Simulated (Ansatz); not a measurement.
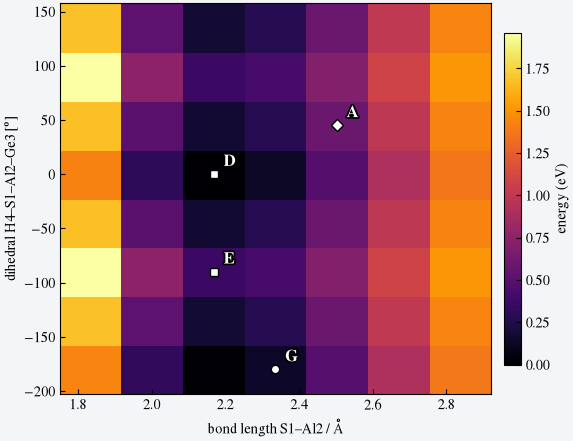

AlGeH₅S, SMILES [SH][AlH][GeH3]. 
- Coordinates scanned: (1) bond length S1–Al2; (2) dihedral H4–S1–Al2–Ge3.
- Nothing is relaxed (all other coordinates rigid).
- Grid: 7 × 8 points; 36 points were computed and 20 follow by symmetry.
- Points are written as (first, second).
- All energies are given in eV relative to the lowest grid point.
- Theory: Ansatz 0.2.0, RKS PBE0-D4/def2-TZVP.

Drawn: one coloured cell a grid point, lettered points.

Is G the lowest point of the computed grid?

Answer. No. G lies 0.14 eV above the lowest grid point, which is at (2.169 Å, 0°).

What kind of point is each of A, D, E: minimum, saddle, maximum or slope?

Answer. A: on a slope; D: minimum; E: saddle point. (In these two coordinates alone; a stationary point may lie a little off the grid point.)
